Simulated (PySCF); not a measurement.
## Electronic structure of C3H6OSi (SMILES O[SiH2]C1C=C1) in real space

```yaml
atoms:
  - { symbol: O, position_ang: [1.9813, 0.6543, 1.0536] }
  - { symbol: Si, position_ang: [1.1466, 0.1210, -0.2387] }
  - { symbol: C, position_ang: [-0.6102, 0.0220, 0.4236] }
  - { symbol: C, position_ang: [-1.6024, -0.9852, -0.1134] }
  - { symbol: C, position_ang: [-1.8088, 0.2390, -0.4731] }
  - { symbol: H, position_ang: [2.9211, 0.8037, 1.0106] }
  - { symbol: H, position_ang: [1.2749, 1.0651, -1.3549] }
  - { symbol: H, position_ang: [1.6580, -1.1837, -0.6742] }
  - { symbol: H, position_ang: [-0.7285, 0.3089, 1.4695] }
  - { symbol: H, position_ang: [-1.8616, -2.0146, -0.1263] }
  - { symbol: H, position_ang: [-2.3649, 0.9721, -1.0027] }
```

Geometry: GFN2-xTB.

The calculation used PBE0/pcSseg-1, SCF density, gas phase, non-relativistic (PySCF).

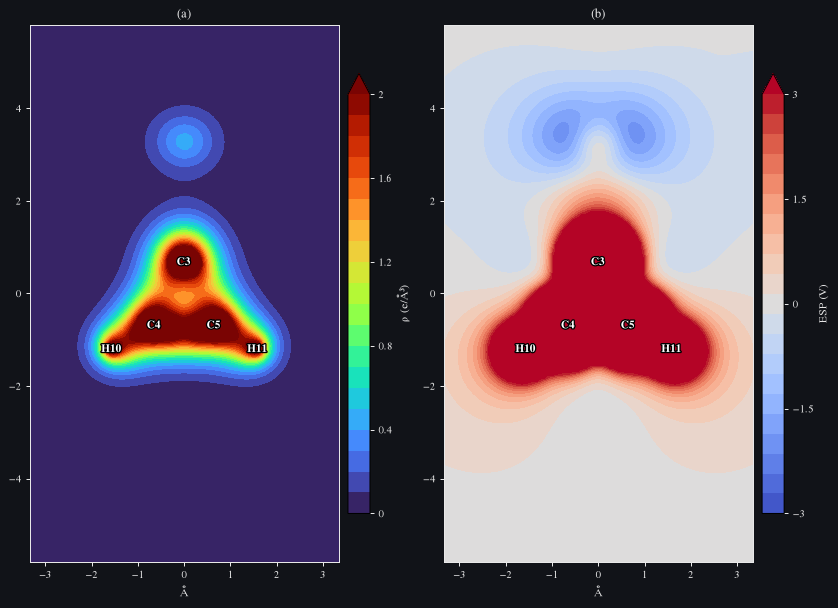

Figure 1. (a) electron density; (b) electrostatic potential on the plane of atoms C3, C5 and C4.

> Interpret the plot.

The plane passes through C and H nuclei. C–C (1.29 Å): ρ at the midpoint is about 2.3 e/Å³. C–H (1.06 Å): ρ is about 2.1 e/Å³ halfway. Outside the dense part of the molecule the potential is most negative (−2.0 V) near O1, which lies off the plane.

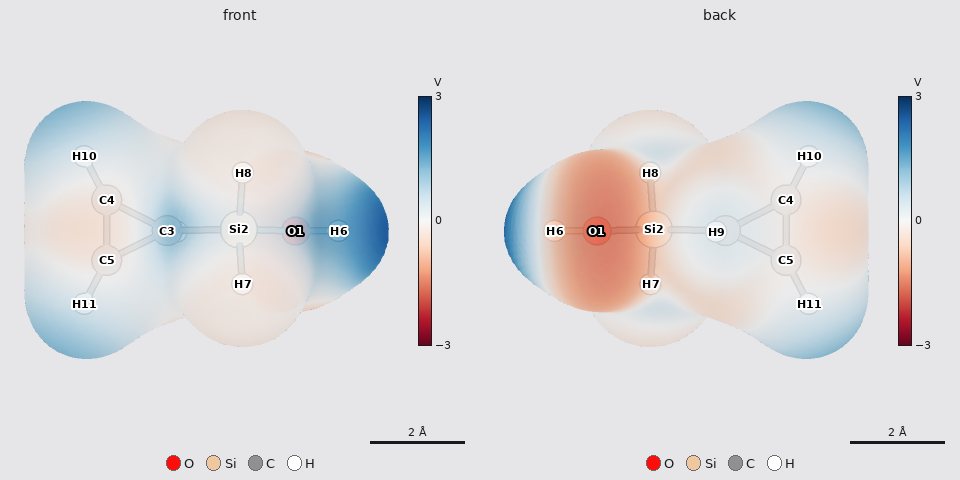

Figure 2. The molecular electrostatic potential painted on the density surface at 0.002 e/bohr³, seen from the front and from behind; the colour scale runs from red (negative) to blue (positive).

> Which sites attract a positive test charge, and which a negative one?

A positive charge is drawn to the negative regions and a negative charge to the positive ones. The most negative region (about −1.6 V) lies over O1, the most positive (about +2.4 V) over H6. O1 is the likeliest acceptor of a hydrogen bond.

> What dipole moment does the calculation give?

Its dipole moment is 0.76 D.
